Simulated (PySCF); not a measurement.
# C$_{4}$H$_{8}$F$_{2}$ (CH3CH2CH2CHF2): what the fields show

Input

```
{"job": {"kind": "nmr", "xc": "PBE0", "basis": "pcSseg-2"}, "charge": 0, "multiplicity": 1}
C      1.765372     0.225878    -0.674936
C      0.534219     0.574061     0.142722
C     -0.477700    -0.559723     0.167392
C     -1.706275    -0.231558     0.964921
F     -2.385256     0.801306     0.392793
F     -2.552558    -1.295825     0.990098
H      2.487024     1.044956    -0.674338
H      2.266571    -0.661095    -0.277982
H      1.499716     0.017301    -1.714688
H      0.058827     1.471167    -0.263645
H      0.830752     0.819750     1.168761
H     -0.033628    -1.460570     0.602062
H     -0.802164    -0.814730    -0.846677
H     -1.496257     0.050929     2.002641
```

Run with:

```sh
OMP_NUM_THREADS=1 python probes_run.py task.json out
```

Geometry: PBE0-D3(BJ)/def2-TZVP.

Computed with PBE0/pcSseg-2, SCF density, gas phase, non-relativistic in PySCF.

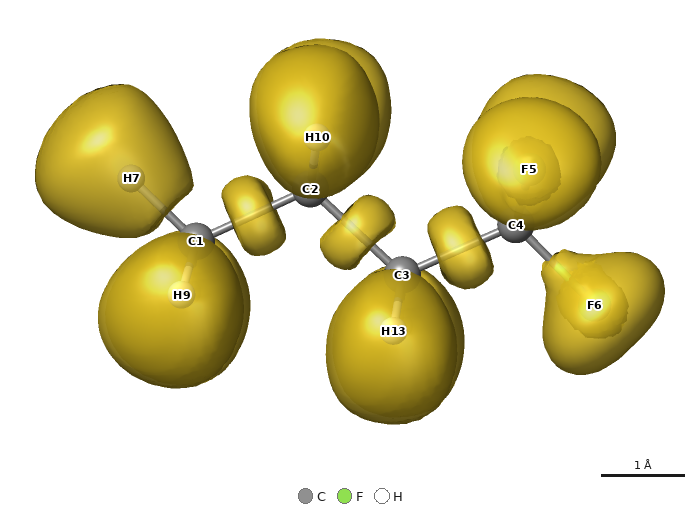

Figure 1. Isosurface of the ELF at 0.75 (yellow), seen across its widest extent. Core shells and regions of very low density are left out.

Where are the electrons localised?

Answer. At this value the surface marks out three regions between bonded C–C atoms (shared pairs), eight regions around hydrogen nuclei and two regions on F in which the atom's valence shell and bonds are merged. Along the contacts the grid gives the following. C–F (1.36 Å): the ELF peaks at about 0.85 between the atoms, as expected for a polar covalent bond. C–C (1.50 Å): the ELF peaks at about 0.95 between the atoms: a shared electron pair.

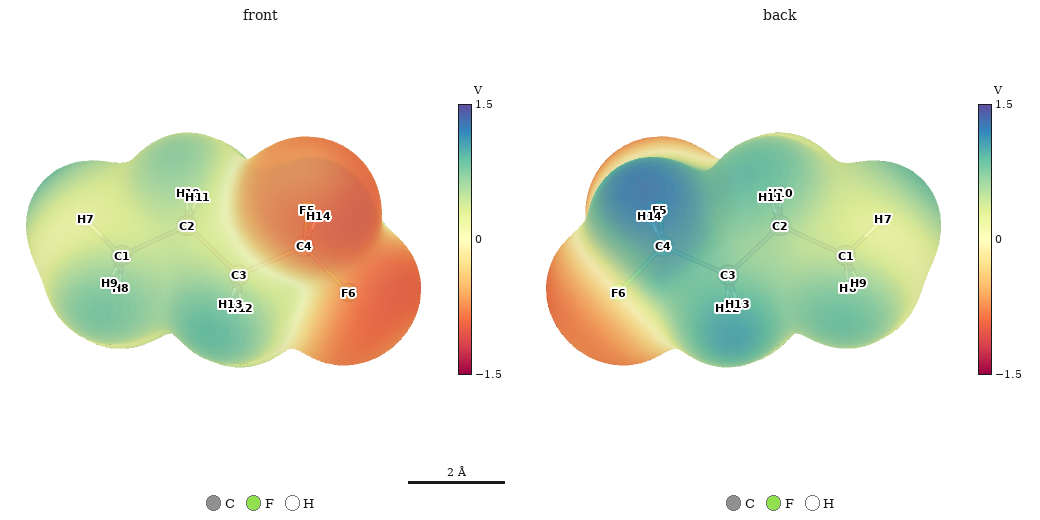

Figure 2. The electrostatic potential painted on the density surface at 0.002 e/bohr³, seen from the front and from behind; red is negative and blue positive.

Where is the surface potential most negative and most positive?

Answer. The most negative region (about −1.0 V) lies over F5 and F6, the most positive (about +1.2 V) over H14.

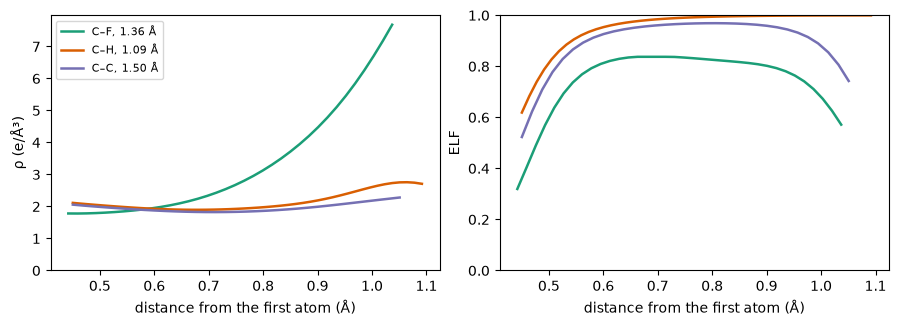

Figure 3. Total electron density and ELF along straight lines between neighbouring atoms. The curves leave out the atomic cores.

What can be read from the curves?

Answer. C–F (1.36 Å): the density is about 2.2 e/Å³ at the midpoint, with its minimum of 1.8 e/Å³ about 0.5 Å from C; the ELF peaks at about 0.85 between the atoms: a shared but strongly polarised pair.
C–H (1.09 Å): ρ at the midpoint is about 2 e/Å³; the ELF climbs to about 1 towards the hydrogen, as it does in any bond to H (a covalent bond by its length).
C–C (1.50 Å): ρ is about 1.8 e/Å³ halfway; the ELF peaks at about 0.95 between the atoms, as expected for localised, covalent bonding.
